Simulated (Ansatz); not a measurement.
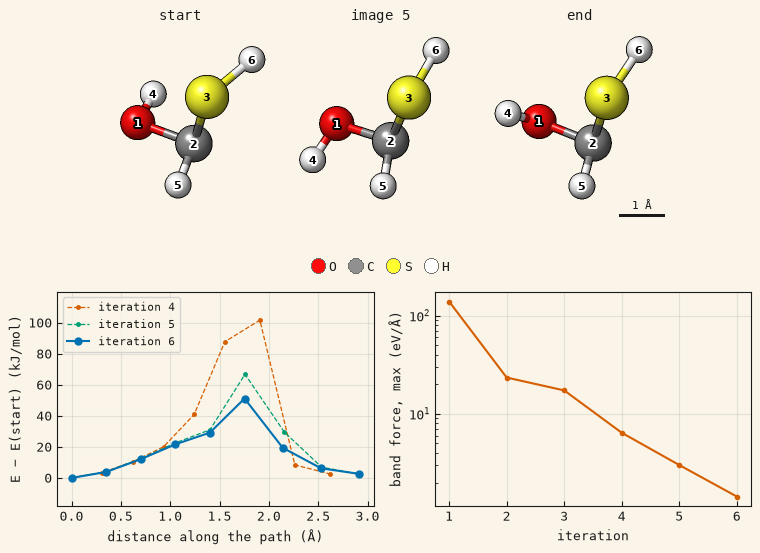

A search for the minimum-energy path of CH₃OS (charge −1) by the nudged elastic band. Images are numbered from 0 (start) to 8 (end). The plot follows the band through its iterations. A ball-and-stick model, seen from a free direction.

Level of theory: Ansatz 0.2.0, RKS PBE-D4/def2-SVP.

The input:
```yaml
crystal:
  periodic: [false, false, false]
  atoms:
    - { symbol: O, position_ang: [-1.089683, -0.649119, -0.597917] }
    - { symbol: C, position_ang: [-0.332264, 0.541547, -0.178589] }
    - { symbol: S, position_ang: [1.511932, -0.005957, 0.16431] }
    - { symbol: H, position_ang: [-1.482504, -0.917303, 0.24898] }
    - { symbol: H, position_ang: [-0.093768, 1.018381, -1.177798] }
    - { symbol: H, position_ang: [1.486297, 0.01245, 1.541014] }
total_charge: -1
basis:
  gaussian: { orbitals: def2-SVP }
hamiltonian:
  xc: pbe
  dispersion: d4
neb:
  order_check: false
  images: 7
  f_tol: 0.05
  max_iterations: 6
  final_atoms:
    - { symbol: O, position_ang: [-1.35447085, -0.27396632, 0.03911539] }
    - { symbol: C, position_ang: [-0.30524655, 0.69464229, -0.16257012] }
    - { symbol: S, position_ang: [1.35899707, -0.12558439, 0.18868316] }
    - { symbol: H, position_ang: [-1.07625571, -1.14817423, -0.33729943] }
    - { symbol: H, position_ang: [-0.1061743, 0.7876628, -1.28427201] }
    - { symbol: H, position_ang: [1.48316034, 0.06541885, 1.556343] }
  initial_path:
    images:
      - { positions_ang: [[-1.089683, -0.649119, -0.597917], [-0.332264, 0.541547, -0.178589], [1.511932, -0.005957, 0.16431], [-1.482504, -0.917303, 0.24898], [-0.093768, 1.018381, -1.177798], [1.486297, 0.01245, 1.541014]] }
      - { positions_ang: [[-1.04435283, -0.6978963, -0.53960282], [-0.30213727, 0.50935656, -0.14767921], [1.53301102, 0.01163329, 0.15508102], [-1.56960241, -0.85547306, 0.14957253], [-0.1295174, 0.99970979, -1.14203326], [1.51260889, 0.03266872, 1.52466174]] }
      - { positions_ang: [[-0.99902266, -0.74667361, -0.48128865], [-0.27201055, 0.47716611, -0.11676942], [1.55409003, 0.02922359, 0.14585205], [-1.65670081, -0.79364311, 0.05016505], [-0.16526681, 0.98103858, -1.10626852], [1.53892079, 0.05288744, 1.50830949]] }
      - { positions_ang: [[-0.95369248, -0.79545091, -0.42297447], [-0.24188382, 0.44497567, -0.08585964], [1.57516905, 0.04681388, 0.13662307], [-1.74379922, -0.73181317, -0.04924242], [-0.20101621, 0.96236737, -1.07050378], [1.56523268, 0.07310616, 1.49195723]] }
      - { positions_ang: [[-0.90836231, -0.84422822, -0.3646603], [-0.21175709, 0.41278523, -0.05494985], [1.59624806, 0.06440418, 0.1273941], [-1.83089763, -0.66998322, -0.14864989], [-0.23676561, 0.94369616, -1.03473904], [1.59154458, 0.09332487, 1.47560498]] }
      - { positions_ang: [[-1.01988945, -0.70166274, -0.26371637], [-0.23512946, 0.48324949, -0.08185492], [1.53693531, 0.01690704, 0.14271636], [-1.64223715, -0.78953097, -0.19581228], [-0.20411778, 0.90468782, -1.09712228], [1.56444852, 0.08634837, 1.49578948]] }
      - { positions_ang: [[-1.13141658, -0.55909727, -0.16277245], [-0.25850182, 0.55371376, -0.10875998], [1.47762257, -0.03059011, 0.15803863], [-1.45357667, -0.90907873, -0.24297466], [-0.17146995, 0.86567948, -1.15950552], [1.53735246, 0.07937186, 1.51597399]] }
      - { positions_ang: [[-1.24294372, -0.41653179, -0.06182853], [-0.28187419, 0.62417802, -0.13566505], [1.41830982, -0.07808725, 0.1733609], [-1.26491619, -1.02862648, -0.29013704], [-0.13882213, 0.82667114, -1.22188876], [1.5102564, 0.07239535, 1.53615849]] }
      - { positions_ang: [[-1.35447085, -0.27396632, 0.03911539], [-0.30524655, 0.69464229, -0.16257012], [1.35899707, -0.12558439, 0.18868316], [-1.07625571, -1.14817423, -0.33729943], [-0.1061743, 0.7876628, -1.28427201], [1.48316034, 0.06541885, 1.556343]] }
```

Launched with:
```bash
ansatz run input.yaml --threads 1 --pin off --max-ram 2048MiB --backend cpu --events-out ev --progress --plain --runs-dir out
```

Question: Did the band converge, and can the barrier be trusted?

Answer: The result isn't final. The band hadn't converged when the run stopped after 6 iterations. The largest component of the band force went from 140 to 1.4 eV/Å. The barrier read from it is provisional: over the last two iterations the highest image moved from 101.7 kJ/mol to 51.2 kJ/mol. The iteration limit was low. The first iteration put the highest image at 2541.2 kJ/mol. The highest point, image 5, lies 51.2 kJ/mol above the start and 48.6 kJ/mol above the end; the end is at +2.6 kJ/mol relative to the start.

Limits of the set-up: the basis has no diffuse functions, which an anion needs.

The run took 24 s on 1 thread of Intel(R) Xeon(R) 6975P-C (Granite Rapids), on a shared host, peak memory 0.11 GiB.
